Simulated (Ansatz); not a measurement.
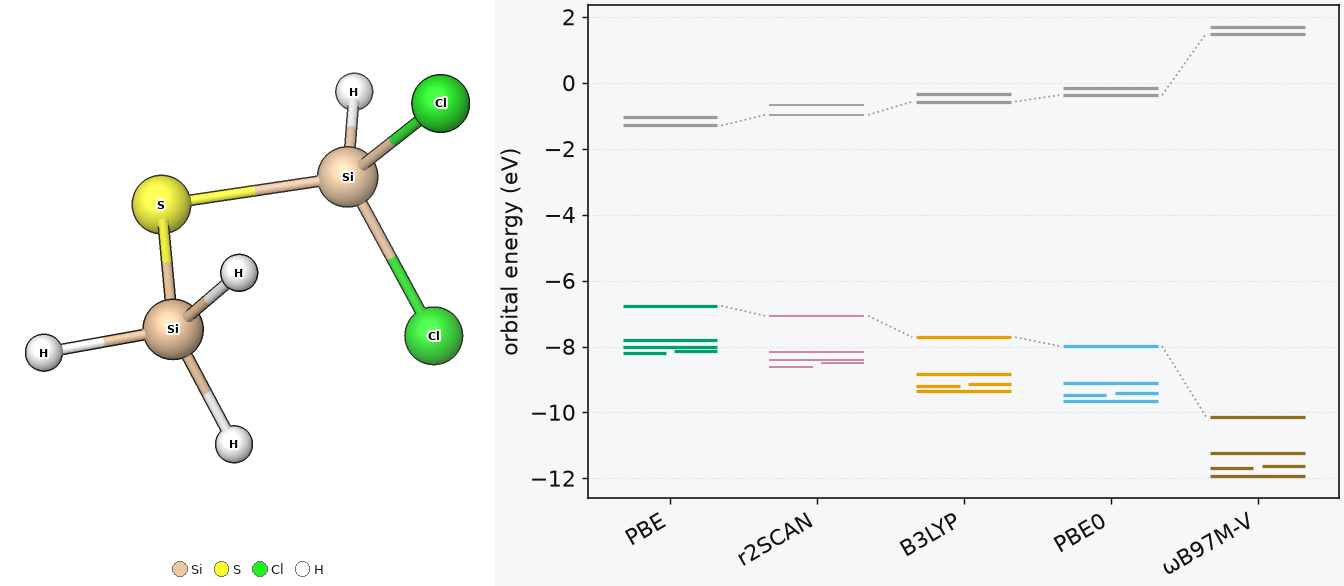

Frontier orbital energies of Si₂H₄SCl₂, SMILES [SiH3]S[SiH](Cl)Cl at one geometry, def2-TZVPP, the Ansatz code, at a PBE0-D4/def2-TZVP geometry (no frequency check). Empty levels are grey, levels within 0.1 eV stand side by side; all columns show the same few orbitals around the gap. Dotted lines join the HOMOs and the LUMOs.

Compare the HOMO-LUMO separations.

The separation grows from 5.47 eV (PBE) to 11.62 eV (ωB97M-V).

```
  level  HOMO (eV)  LUMO (eV)  separation (eV)
    PBE      −6.76      −1.29             5.47
 r2SCAN      −7.07      −0.97             6.10
  B3LYP      −7.72      −0.57             7.15
   PBE0      −7.98      −0.37             7.61
ωB97M-V     −10.13       1.49            11.62
```

Limits of at least one run: empty levels above zero depend strongly on the basis; one conformer of a flexible molecule.
